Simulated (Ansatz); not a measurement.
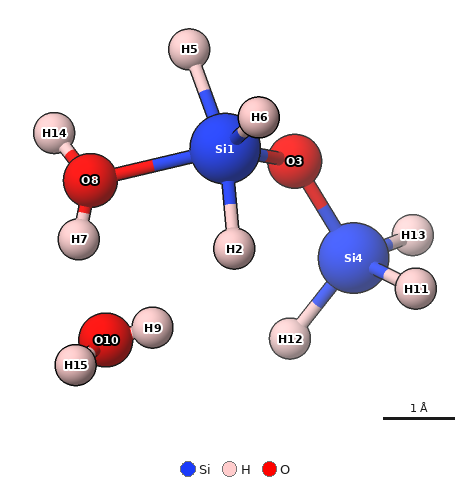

**Figure 1.** The input geometry (ball-and-stick view, seen at a tilt; atoms are numbered from 1 in the order of the input).

## Geometry relaxation, with input and output: Si$_{2}$H$_{10}$O$_{3}$ (part 1 of 5)

The run: geometry relaxation of Si$_{2}$H$_{10}$O$_{3}$. Method and program: RKS PBE0-D4/def2-TZVP (Ansatz 0.2.0).

The geometry is a transition state displaced along its imaginary mode. The reaction was set up to form Si1–O8, H7–O10 and H2–H9 and to break Si1–H2, H7–O8 and H9–O10 (atoms counted from 1 in the order of the input); sticks are drawn by distance alone. Figures and captions count atoms from 1; the log counts them from 0 in places.

### Input
```yaml
crystal:
  periodic: [false, false, false]
  atoms:
    - {symbol: Si, position_ang: [1.079711, 0.561198, -0.116197]}
    - {symbol: H, position_ang: [0.169004, -0.020175, 0.872856]}
    - {symbol: O, position_ang: [1.104117, -0.841197, -1.027668]}
    - {symbol: Si, position_ang: [0.423435, -2.246437, -0.540471]}
    - {symbol: H, position_ang: [1.728966, 1.393794, -1.279049]}
    - {symbol: H, position_ang: [2.082130, 0.906725, 0.934810]}
    - {symbol: H, position_ang: [-1.096665, 1.642373, 0.059943]}
    - {symbol: O, position_ang: [-0.371095, 1.863997, -0.320596]}
    - {symbol: H, position_ang: [-1.383871, 0.368383, 1.071525]}
    - {symbol: O, position_ang: [-1.914079, 0.794325, 0.971245]}
    - {symbol: H, position_ang: [0.915729, -2.702431, 0.786776]}
    - {symbol: H, position_ang: [-1.066106, -2.162784, -0.481719]}
    - {symbol: H, position_ang: [0.801131, -3.246759, -1.568789]}
    - {symbol: H, position_ang: [-0.277299, 2.391297, -1.117031]}
    - {symbol: H, position_ang: [-2.195208, 1.297792, 1.754366]}
basis:
  gaussian: {orbitals: def2-TZVP}
hamiltonian: {xc: pbe0, dispersion: d4}
relax: {f_tol: 0.005, max_steps: 200}
```

Launch command:
```bash
ansatz run in.yaml --threads 8 --pin off --events-out ev --progress --plain --max-ram 19148MiB
```

### Log
```
Functional definition: PBE0
  name "PBE0"
  cite "Adamo & Barone, J. Chem. Phys. 110, 6158 (1999) doi:10.1063/1.478522"
  cite "Perdew, Burke & Ernzerhof, Phys. Rev. Lett. 77, 3865 (1996) doi:10.1103/PhysRevLett.77.3865"
  parent pbe
  parameter a = 0.25
  parameter kappa = 0.804
  parameter beta = 0.06672455060314922
  exchange = (1 - a)*pbe_x(kappa = kappa, mu = beta*pi^2/3) + a*exact_x
  correlation = pbe_c(beta = beta)
1429 factors; their error is unknown
mean field evaluation 1: about -22033.4117 eV, gradient 8.9e1 eV
mean field evaluation 2: about -22016.4606 eV, gradient 1.3e2 eV
mean field evaluation 4: about -22045.1402 eV, gradient 7.5e0 eV
mean field evaluation 8: about -22045.2234 eV, gradient 8.8e-2 eV
mean field evaluation 16: about -22045.3014 eV, gradient 2.3e-5 eV
mean field -22045.30140119 eV, -810.1498836518 hartree, gradient 2.3e-5 eV, S^2 0.000000; 0 other end points of the search recorded, 0 dependent functions left out
the calculation of the forces begins
reference -22045.30143711 eV, -810.1498849718 hartree; 31, 31 occupied and 196, 196 virtual orbitals, 1429 factors
relax step   1: F+E_penalty+E_count = -22045.56312371 eV  Δ(F+E_penalty+E_count) = +0.000e0 eV  max|allowed force component| = 3.322e1 eV/Å  Δτ_max = 0.0000 Å  (27 SCF iters, accepted)
these checks for a lower state are left out or cut short: starts, cluster_reference, orbital_swaps, neighbouring_geometries, increment
1429 factors; their error is unknown
mean field -22050.35120299 eV, -810.3354604452 hartree, gradient 1.9e-5 eV, S^2 0.000000; 0 other end points of the search recorded, 0 dependent functions left out
the calculation of the forces begins
reference -22050.35123922 eV, -810.3354617765 hartree; 31, 31 occupied and 196, 196 virtual orbitals, 1429 factors
relax step   2: F+E_penalty+E_count = -22050.60478798 eV  Δ(F+E_penalty+E_count) = -5.042e0 eV  max|allowed force component| = 2.328e0 eV/Å  Δτ_max = 0.1971 Å  (35 SCF iters, accepted)
[... from here on the SCF iterations and repeated set-up lines of each step are left out, up to the last step ...]
relax step   3: F+E_penalty+E_count = -22050.75200053 eV  Δ(F+E_penalty+E_count) = -1.472e-1 eV  max|allowed force component| = 1.507e0 eV/Å  Δτ_max = 0.1929 Å  (30 SCF iters, accepted)
relax step   4: F+E_penalty+E_count = -22050.78790101 eV  Δ(F+E_penalty+E_count) = -3.590e-2 eV  max|allowed force component| = 1.272e0 eV/Å  Δτ_max = 0.1831 Å  (30 SCF iters, accepted)
relax step   5: F+E_penalty+E_count = -22050.87590231 eV  Δ(F+E_penalty+E_count) = -8.800e-2 eV  max|allowed force component| = 4.587e-1 eV/Å  Δτ_max = 0.2000 Å  (30 SCF iters, accepted)
relax step   6: F+E_penalty+E_count = -22051.01497102 eV  Δ(F+E_penalty+E_count) = -1.391e-1 eV  max|allowed force component| = 5.522e-1 eV/Å  Δτ_max = 0.2000 Å  (29 SCF iters, accepted)
relax step   7: F+E_penalty+E_count = -22051.12103058 eV  Δ(F+E_penalty+E_count) = -1.061e-1 eV  max|allowed force component| = 6.826e-1 eV/Å  Δτ_max = 0.1999 Å  (30 SCF iters, accepted)
relax step   8: F+E_penalty+E_count = -22051.26612666 eV  Δ(F+E_penalty+E_count) = -1.451e-1 eV  max|allowed force component| = 1.762e0 eV/Å  Δτ_max = 0.1981 Å  (29 SCF iters, accepted)
relax step   9: F+E_penalty+E_count = -22051.42573130 eV  Δ(F+E_penalty+E_count) = -1.596e-1 eV  max|allowed force component| = 1.843e0 eV/Å  Δτ_max = 0.1941 Å  (31 SCF iters, accepted)
relax step  10: F+E_penalty+E_count = -22051.55415629 eV  Δ(F+E_penalty+E_count) = -1.284e-1 eV  max|allowed force component| = 3.367e-1 eV/Å  Δτ_max = 0.1999 Å  (30 SCF iters, accepted)
relax step  11: F+E_penalty+E_count = -22051.57434893 eV  Δ(F+E_penalty+E_count) = -2.019e-2 eV  max|allowed force component| = 4.386e-1 eV/Å  Δτ_max = 0.2000 Å  (29 SCF iters, accepted)
relax step  12: F+E_penalty+E_count = -22051.58087435 eV  Δ(F+E_penalty+E_count) = -6.525e-3 eV  max|allowed force component| = 3.032e-1 eV/Å  Δτ_max = 0.1211 Å  (30 SCF iters, accepted)
relax step  13: F+E_penalty+E_count = -22051.59836448 eV  Δ(F+E_penalty+E_count) = -1.749e-2 eV  max|allowed force component| = 1.945e-1 eV/Å  Δτ_max = 0.1998 Å  (29 SCF iters, accepted)
relax step  14: F+E_penalty+E_count = -22051.60593601 eV  Δ(F+E_penalty+E_count) = -7.572e-3 eV  max|allowed force component| = 5.195e-2 eV/Å  Δτ_max = 0.1174 Å  (29 SCF iters, accepted)
relax step  15: F+E_penalty+E_count = -22051.60780803 eV  Δ(F+E_penalty+E_count) = -1.872e-3 eV  max|allowed force component| = 2.149e-2 eV/Å  Δτ_max = 0.0587 Å  (30 SCF iters, accepted)
relax step  16: F+E_penalty+E_count = -22051.60855711 eV  Δ(F+E_penalty+E_count) = -7.491e-4 eV  max|allowed force component| = 4.194e-2 eV/Å  Δτ_max = 0.0609 Å  (30 SCF iters, accepted)
relax step  17: F+E_penalty+E_count = -22051.60893399 eV  Δ(F+E_penalty+E_count) = -3.769e-4 eV  max|allowed force component| = 4.717e-2 eV/Å  Δτ_max = 0.0442 Å  (30 SCF iters, accepted)
relax step  18: F+E_penalty+E_count = -22051.60926136 eV  Δ(F+E_penalty+E_count) = -3.274e-4 eV  max|allowed force component| = 4.046e-2 eV/Å  Δτ_max = 0.0489 Å  (30 SCF iters, accepted)
relax step  19: F+E_penalty+E_count = -22051.60968121 eV  Δ(F+E_penalty+E_count) = -4.198e-4 eV  max|allowed force component| = 5.095e-2 eV/Å  Δτ_max = 0.0459 Å  (31 SCF iters, accepted)
relax step  20: F+E_penalty+E_count = -22051.61006786 eV  Δ(F+E_penalty+E_count) = -3.867e-4 eV  max|allowed force component| = 7.638e-2 eV/Å  Δτ_max = 0.0668 Å  (30 SCF iters, accepted)
relax step  21: F+E_penalty+E_count = -22051.61037725 eV  Δ(F+E_penalty+E_count) = -3.094e-4 eV  max|allowed force component| = 8.757e-2 eV/Å  Δτ_max = 0.0468 Å  (30 SCF iters, accepted)
relax step  22: F+E_penalty+E_count = -22051.61081728 eV  Δ(F+E_penalty+E_count) = -4.400e-4 eV  max|allowed force component| = 7.200e-2 eV/Å  Δτ_max = 0.0280 Å  (31 SCF iters, accepted)
relax step  23: F+E_penalty+E_count = -22051.61147428 eV  Δ(F+E_penalty+E_count) = -6.570e-4 eV  max|allowed force component| = 6.387e-2 eV/Å  Δτ_max = 0.0574 Å  (30 SCF iters, accepted)
relax step  24: F+E_penalty+E_count = -22051.61194307 eV  Δ(F+E_penalty+E_count) = -4.688e-4 eV  max|allowed force component| = 7.361e-2 eV/Å  Δτ_max = 0.0625 Å  (29 SCF iters, accepted)
relax step  25: F+E_penalty+E_count = -22051.61237562 eV  Δ(F+E_penalty+E_count) = -4.325e-4 eV  max|allowed force component| = 7.579e-2 eV/Å  Δτ_max = 0.0504 Å  (30 SCF iters, accepted)
relax step  26: F+E_penalty+E_count = -22051.61278338 eV  Δ(F+E_penalty+E_count) = -4.078e-4 eV  max|allowed force component| = 6.076e-2 eV/Å  Δτ_max = 0.0374 Å  (30 SCF iters, accepted)
relax step  27: F+E_penalty+E_count = -22051.61323554 eV  Δ(F+E_penalty+E_count) = -4.522e-4 eV  max|allowed force component| = 5.867e-2 eV/Å  Δτ_max = 0.0601 Å  (30 SCF iters, accepted)
relax step  28: F+E_penalty+E_count = -22051.61361578 eV  Δ(F+E_penalty+E_count) = -3.802e-4 eV  max|allowed force component| = 5.934e-2 eV/Å  Δτ_max = 0.0687 Å  (30 SCF iters, accepted)
relax step  29: F+E_penalty+E_count = -22051.61386129 eV  Δ(F+E_penalty+E_count) = -2.455e-4 eV  max|allowed force component| = 4.157e-2 eV/Å  Δτ_max = 0.0362 Å  (31 SCF iters, accepted)
relax step  30: F+E_penalty+E_count = -22051.61406025 eV  Δ(F+E_penalty+E_count) = -1.990e-4 eV  max|allowed force component| = 2.657e-2 eV/Å  Δτ_max = 0.0321 Å  (31 SCF iters, accepted)
relax step  31: F+E_penalty+E_count = -22051.61421921 eV  Δ(F+E_penalty+E_count) = -1.590e-4 eV  max|allowed force component| = 1.859e-2 eV/Å  Δτ_max = 0.0392 Å  (31 SCF iters, accepted)
relax step  32: F+E_penalty+E_count = -22051.61432697 eV  Δ(F+E_penalty+E_count) = -1.078e-4 eV  max|allowed force component| = 2.350e-2 eV/Å  Δτ_max = 0.0452 Å  (31 SCF iters, accepted)
relax step  33: F+E_penalty+E_count = -22051.61439689 eV  Δ(F+E_penalty+E_count) = -6.992e-5 eV  max|allowed force component| = 2.374e-2 eV/Å  Δτ_max = 0.0450 Å  (30 SCF iters, accepted)
relax step  34: F+E_penalty+E_count = -22051.61446494 eV  Δ(F+E_penalty+E_count) = -6.805e-5 eV  max|allowed force component| = 1.653e-2 eV/Å  Δτ_max = 0.0144 Å  (31 SCF iters, accepted)
relax step  35: F+E_penalty+E_count = -22051.61456374 eV  Δ(F+E_penalty+E_count) = -9.880e-5 eV  max|allowed force component| = 2.121e-2 eV/Å  Δτ_max = 0.0405 Å  (30 SCF iters, accepted)
relax step  36: F+E_penalty+E_count = -22051.61466194 eV  Δ(F+E_penalty+E_count) = -9.821e-5 eV  max|allowed force component| = 2.483e-2 eV/Å  Δτ_max = 0.0471 Å  (30 SCF iters, accepted)
relax step  37: F+E_penalty+E_count = -22051.61470473 eV  Δ(F+E_penalty+E_count) = -4.279e-5 eV  max|allowed force component| = 1.655e-2 eV/Å  Δτ_max = 0.0072 Å  (32 SCF iters, accepted)
relax step  38: F+E_penalty+E_count = -22051.61475714 eV  Δ(F+E_penalty+E_count) = -5.241e-5 eV  max|allowed force component| = 1.017e-2 eV/Å  Δτ_max = 0.0148 Å  (31 SCF iters, accepted)
relax step  39: F+E_penalty+E_count = -22051.61479531 eV  Δ(F+E_penalty+E_count) = -3.817e-5 eV  max|allowed force component| = 2.169e-2 eV/Å  Δτ_max = 0.0169 Å  (31 SCF iters, accepted)
relax step  40: F+E_penalty+E_count = -22051.61484016 eV  Δ(F+E_penalty+E_count) = -4.485e-5 eV  max|allowed force component| = 3.207e-2 eV/Å  Δτ_max = 0.0178 Å  (31 SCF iters, accepted)
relax step  41: F+E_penalty+E_count = -22051.61489484 eV  Δ(F+E_penalty+E_count) = -5.468e-5 eV  max|allowed force component| = 3.646e-2 eV/Å  Δτ_max = 0.0200 Å  (31 SCF iters, accepted)
relax step  42: F+E_penalty+E_count = -22051.61496237 eV  Δ(F+E_penalty+E_count) = -6.753e-5 eV  max|allowed force component| = 4.018e-2 eV/Å  Δτ_max = 0.0257 Å  (31 SCF iters, accepted)
relax step  43: F+E_penalty+E_count = -22051.61502241 eV  Δ(F+E_penalty+E_count) = -6.004e-5 eV  max|allowed force component| = 4.478e-2 eV/Å  Δτ_max = 0.0242 Å  (31 SCF iters, accepted)
relax step  44: F+E_penalty+E_count = -22051.61511037 eV  Δ(F+E_penalty+E_count) = -8.796e-5 eV  max|allowed force component| = 5.024e-2 eV/Å  Δτ_max = 0.0211 Å  (31 SCF iters, accepted)
relax step  45: F+E_penalty+E_count = -22051.61518950 eV  Δ(F+E_penalty+E_count) = -7.913e-5 eV  max|allowed force component| = 5.454e-2 eV/Å  Δτ_max = 0.0237 Å  (31 SCF iters, accepted)
relax step  46: F+E_penalty+E_count = -22051.61534678 eV  Δ(F+E_penalty+E_count) = -1.573e-4 eV  max|allowed force component| = 5.819e-2 eV/Å  Δτ_max = 0.0274 Å  (31 SCF iters, accepted)
relax step  47: F+E_penalty+E_count = -22051.61545179 eV  Δ(F+E_penalty+E_count) = -1.050e-4 eV  max|allowed force component| = 5.436e-2 eV/Å  Δτ_max = 0.0219 Å  (31 SCF iters, accepted)
relax step  48: F+E_penalty+E_count = -22051.61557855 eV  Δ(F+E_penalty+E_count) = -1.268e-4 eV  max|allowed force component| = 6.050e-2 eV/Å  Δτ_max = 0.0360 Å  (30 SCF iters, accepted)
relax step  49: F+E_penalty+E_count = -22051.61566152 eV  Δ(F+E_penalty+E_count) = -8.296e-5 eV  max|allowed force component| = 5.530e-2 eV/Å  Δτ_max = 0.0147 Å  (31 SCF iters, accepted)
relax step  50: F+E_penalty+E_count = -22051.61578096 eV  Δ(F+E_penalty+E_count) = -1.194e-4 eV  max|allowed force component| = 4.160e-2 eV/Å  Δτ_max = 0.0177 Å  (31 SCF iters, accepted)
relax step  51: F+E_penalty+E_count = -22051.61598214 eV  Δ(F+E_penalty+E_count) = -2.012e-4 eV  max|allowed force component| = 2.469e-2 eV/Å  Δτ_max = 0.0485 Å  (30 SCF iters, accepted)
relax step  52: F+E_penalty+E_count = -22051.61590135 eV  Δ(F+E_penalty+E_count) = +8.079e-5 eV  max|allowed force component| = 6.516e-2 eV/Å  Δτ_max = 0.0707 Å  (30 SCF iters, rejected (line search))
relax step  53: F+E_penalty+E_count = -22051.61607781 eV  Δ(F+E_penalty+E_count) = -9.567e-5 eV  max|allowed force component| = 2.914e-2 eV/Å  Δτ_max = 0.0347 Å  (31 SCF iters, accepted)
relax step  54: F+E_penalty+E_count = -22051.61608872 eV  Δ(F+E_penalty+E_count) = -1.090e-5 eV  max|allowed force component| = 4.292e-2 eV/Å  Δτ_max = 0.0309 Å  (31 SCF iters, accepted)
relax step  55: F+E_penalty+E_count = -22051.61616396 eV  Δ(F+E_penalty+E_count) = -7.524e-5 eV  max|allowed force component| = 3.701e-2 eV/Å  Δτ_max = 0.0051 Å  (32 SCF iters, accepted)
relax step  56: F+E_penalty+E_count = -22051.61621492 eV  Δ(F+E_penalty+E_count) = -5.096e-5 eV  max|allowed force component| = 2.480e-2 eV/Å  Δτ_max = 0.0064 Å  (31 SCF iters, accepted)
relax step  57: F+E_penalty+E_count = -22051.61630972 eV  Δ(F+E_penalty+E_count) = -9.480e-5 eV  max|allowed force component| = 1.808e-2 eV/Å  Δτ_max = 0.0249 Å  (31 SCF iters, accepted)
relax step  58: F+E_penalty+E_count = -22051.61646337 eV  Δ(F+E_penalty+E_count) = -1.537e-4 eV  max|allowed force component| = 1.703e-2 eV/Å  Δτ_max = 0.0755 Å  (30 SCF iters, accepted)
relax step  59: F+E_penalty+E_count = -22051.61628726 eV  Δ(F+E_penalty+E_count) = +1.761e-4 eV  max|allowed force component| = 4.702e-2 eV/Å  Δτ_max = 0.0678 Å  (30 SCF iters, rejected (line search))
relax step  60: F+E_penalty+E_count = -22051.61648030 eV  Δ(F+E_penalty+E_count) = -1.694e-5 eV  max|allowed force component| = 2.314e-2 eV/Å  Δτ_max = 0.0128 Å  (32 SCF iters, accepted)
relax step  61: F+E_penalty+E_count = -22051.61651346 eV  Δ(F+E_penalty+E_count) = -3.316e-5 eV  max|allowed force component| = 2.086e-2 eV/Å  Δτ_max = 0.0081 Å  (32 SCF iters, accepted)
relax step  62: F+E_penalty+E_count = -22051.61653742 eV  Δ(F+E_penalty+E_count) = -2.396e-5 eV  max|allowed force component| = 1.790e-2 eV/Å  Δτ_max = 0.0093 Å  (32 SCF iters, accepted)
relax step  63: F+E_penalty+E_count = -22051.61656545 eV  Δ(F+E_penalty+E_count) = -2.803e-5 eV  max|allowed force component| = 1.986e-2 eV/Å  Δτ_max = 0.0084 Å  (32 SCF iters, accepted)
relax step  64: F+E_penalty+E_count = -22051.61661963 eV  Δ(F+E_penalty+E_count) = -5.418e-5 eV  max|allowed force component| = 2.583e-2 eV/Å  Δτ_max = 0.0237 Å  (31 SCF iters, accepted)
relax step  65: F+E_penalty+E_count = -22051.61665062 eV  Δ(F+E_penalty+E_count) = -3.098e-5 eV  max|allowed force component| = 3.236e-2 eV/Å  Δτ_max = 0.0259 Å  (31 SCF iters, accepted)
relax step  66: F+E_penalty+E_count = -22051.61667271 eV  Δ(F+E_penalty+E_count) = -2.209e-5 eV  max|allowed force component| = 3.253e-2 eV/Å  Δτ_max = 0.0258 Å  (31 SCF iters, accepted)
relax step  67: F+E_penalty+E_count = -22051.61669278 eV  Δ(F+E_penalty+E_count) = -2.007e-5 eV  max|allowed force component| = 2.624e-2 eV/Å  Δτ_max = 0.0062 Å  (32 SCF iters, accepted)
relax step  68: F+E_penalty+E_count = -22051.61672360 eV  Δ(F+E_penalty+E_count) = -3.083e-5 eV  max|allowed force component| = 1.836e-2 eV/Å  Δτ_max = 0.0091 Å  (32 SCF iters, accepted)
relax step  69: F+E_penalty+E_count = -22051.61675476 eV  Δ(F+E_penalty+E_count) = -3.116e-5 eV  max|allowed force component| = 1.557e-2 eV/Å  Δτ_max = 0.0166 Å  (32 SCF iters, accepted)
relax step  70: F+E_penalty+E_count = -22051.61678639 eV  Δ(F+E_penalty+E_count) = -3.163e-5 eV  max|allowed force component| = 2.179e-2 eV/Å  Δτ_max = 0.0262 Å  (31 SCF iters, accepted)
relax step  71: F+E_penalty+E_count = -22051.61680751 eV  Δ(F+E_penalty+E_count) = -2.112e-5 eV  max|allowed force component| = 1.193e-2 eV/Å  Δτ_max = 0.0149 Å  (32 SCF iters, accepted)
these checks for a lower state are left out or cut short: starts, cluster_reference, orbital_swaps, neighbouring_geometries, increment
1429 factors; their error is unknown
mean field evaluation 512: about -22051.4063 eV, gradient 1.1e-4 eV
mean field -22051.40632071 eV, -810.3742353060 hartree, gradient 1.9e-5 eV, S^2 0.000000; 0 other end points of the search recorded, 0 dependent functions left out
the calculation of the forces begins
reference -22051.40636048 eV, -810.3742367674 hartree; 31, 31 occupied and 196, 196 virtual orbitals, 1429 factors
relax step  72: F+E_penalty+E_count = -22051.61681731 eV  Δ(F+E_penalty+E_count) = -9.795e-6 eV  max|allowed force component| = 4.730e-3 eV/Å  Δτ_max = 0.0082 Å  (32 SCF iters, accepted)
```

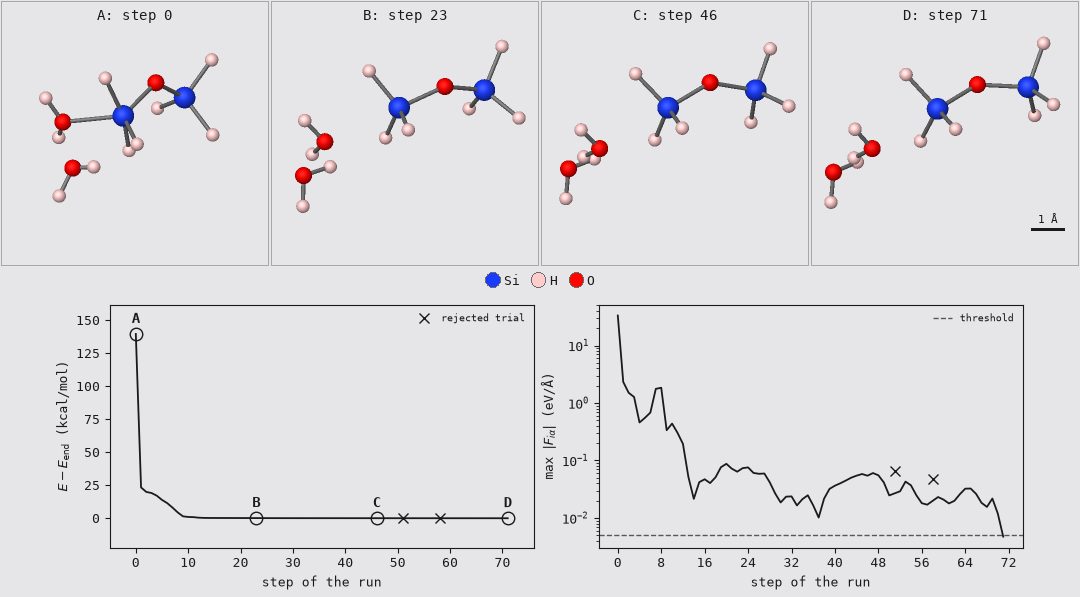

**Figure 2.** Frames of the relaxation (ball-and-stick view, seen at an oblique angle) above the curves, on which the letters mark them (the first geometry is step 0 here and step 1 in the log).

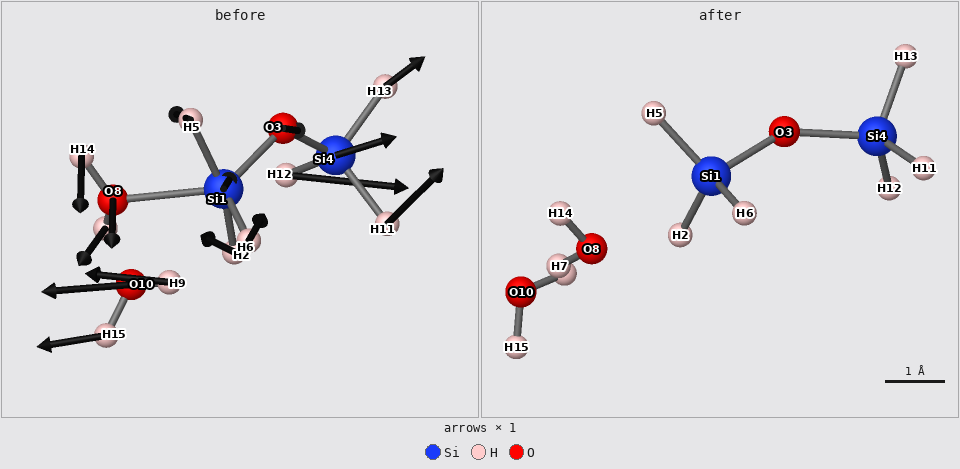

**Figure 3.** Before (left) and after (right) the relaxation, at one scale (ball-and-stick view, seen at an oblique angle). The black arrows give the displacements, at true length. The energy falls by 139.6 kcal/mol in 71 geometry steps. The largest force component goes from 33 to 0.0047 eV/Å. The line search rejected the trial steps at points 51, 58 (counted from 0) and went back. H12 moves most after the best rigid fit: 2.11 Å. Largest moves by element: H 2.11 Å, O 1.57 Å, Si 1.11 Å. Among the contacts that change: Si1–O8 1.961 → 2.671 Å, H9–O10 0.687 → 0.963 Å, H7–O8 0.849 → 0.973 Å, Si1–H5 1.571 → 1.479 Å. Bonds break: Si1–O8 (1.96 → 2.67 Å). Among the angles that change: H2–Si1–H5 165.3° → 112.0°, Si1–O3–Si4 123.5° → 145.0°, H7–O8–H14 126.8° → 105.9°. (Atoms are counted from 1 in the order of the input.)

```
1429 factors; their error is unknown
mean field -22051.40632071 eV, -810.3742353060 hartree, gradient 1.0e-5 eV, S^2 0.000000; 1 other end points of the search recorded, 0 dependent functions left out
the calculation of the forces begins
reference -22051.40636048 eV, -810.3742367674 hartree; 31, 31 occupied and 196, 196 virtual orbitals, 1429 factors
Total energy: -22051.61685708 eV, -810.3819723748 hartree
Atom 0 at     0.550571     0.011904    -0.373900 Å, force     0.000260    -0.003269    -0.001546 eV/Å
Atom 1 at    -0.724322     0.003209     0.394535 Å, force    -0.000105     0.000835    -0.000611 eV/Å
Atom 2 at     0.724243    -1.522382    -0.965246 Å, force     0.001394     0.003193     0.002468 eV/Å
Atom 3 at     1.240560    -3.028596    -0.630474 Å, force    -0.000665     0.001321    -0.001996 eV/Å
Atom 4 at     0.468498     0.875144    -1.572533 Å, force    -0.000663    -0.000191     0.001850 eV/Å
Atom 5 at     1.720608     0.288881     0.487766 Å, force     0.000199     0.000161    -0.000193 eV/Å
Atom 6 at    -0.765179     2.561131     0.676331 Å, force    -0.003067     0.000518     0.001572 eV/Å
Atom 7 at     0.199937     2.481400     0.581974 Å, force     0.002844     0.001045    -0.003349 eV/Å
```
